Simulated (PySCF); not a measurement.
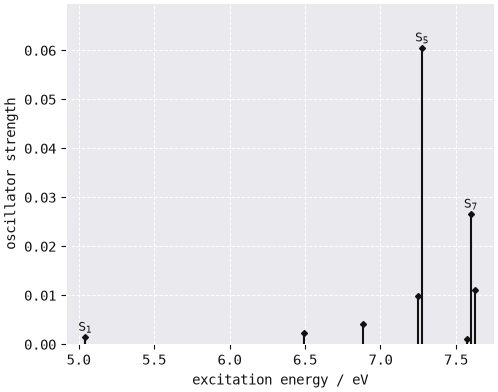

Vertical TDDFT excitations, CAM-B3LYP/def2-SVPD, PySCF, at a GFN2-xTB geometry (no frequency check), gas phase. The lowest 8 singlet states are shown.

Which molecule gives this spectrum?
A. C₃H₁₁BN₂Si, SMILES [SiH3]NB1CCCN1
B. C₃H₇GeNO₂, SMILES C=N[C@@H]1C[O][GeH2][O]1, singlet
C. C₃H₁₀GeSi, SMILES C=C[Si@H](C)[GeH3], singlet

Option B. Its lowest singlet lies at 5.04 eV (f = 0.001) and the brightest of those computed is S5 at 7.28 eV (170 nm), f = 0.061, mixed, the largest part being HOMO−1 → LUMO+1 (35 %) (S4 lies within 0.06 eV, too close to order).

Note: the tight-binding geometry is rougher than a DFT one and adds to the error; one conformer of a flexible molecule; core orbitals are frozen in the response.
